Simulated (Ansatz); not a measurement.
Calculation: PBE (plane waves to 420 eV, PAW; Ansatz, a first-principles code).

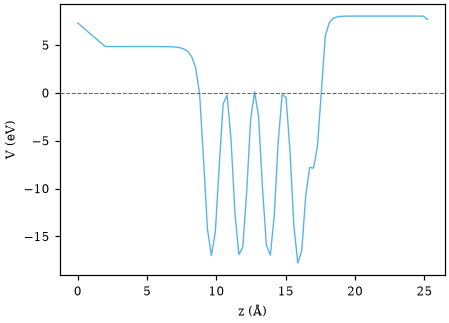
Fig. 1. Electrostatic potential energy of an electron, averaged over planes parallel to the surface, in eV from the Fermi level, for O on the 1x1 (111) surface of fcc Cu, one in a 1x1 cell, started at the site 'hollow Cu-Cu-Cu over Cu at depth 4.1 Å'

Set-up: 5 atoms, 6.2 Å thick at the start under the adsorbate (thin: gaps and levels are the slab's own); mesh 12x12x1; 0.1 eV smearing; dipole correction on; 2 atoms held, the rest relaxed; start symmetry kept, larger cells not searched; spin-polarised, no spin-orbit, no U, no dispersion correction. At the end it is bonded to 3 Cu. In PBE it is, or lies within 0.03 eV of, the lowest of the starts that converged.

Question: The surface cell has an area of 5.71 Å². What dipole along the normal does the step between the two vacuum levels imply?

Answer: the top vacuum level lies 3.18 eV above the bottom one; p = −ε₀ A ΔV (ε₀ = 0.005526 e/(V·Å)) gives -0.10 e·Å a cell.
